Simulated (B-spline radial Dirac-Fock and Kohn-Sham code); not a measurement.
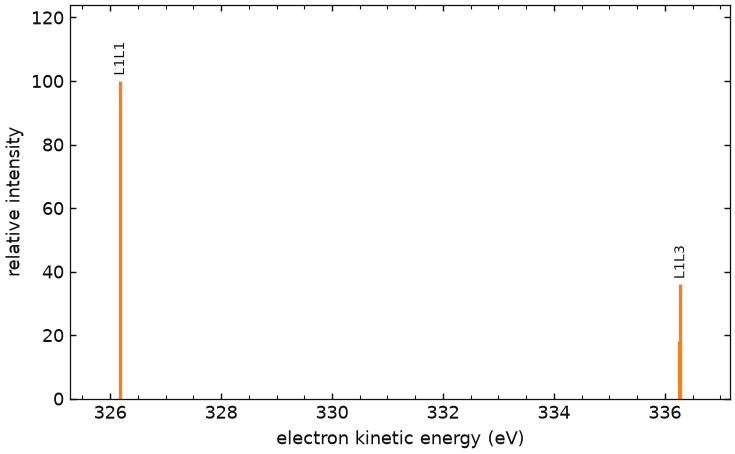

Auger groups that fill a K (1s) hole, as sticks. Kinetic energies count from the vacuum level; very weak lines are left out. Species: the ion N²⁺ in the configuration [He] 2s2 2p1. Method: independent-particle Coulomb rates on relativistic LDA orbitals, configuration-average energies from Dirac–Fock (computed with a radial B-spline solver).

What can be read from it?

The strongest group is K-L1L1 at 326.2 eV (65 % of the non-radiative width), followed by K-L1L3 at 336.3 eV (23 %), K-L1L2 at 336.3 eV (12 %). The lines shown span 326.2 eV to 336.3 eV.
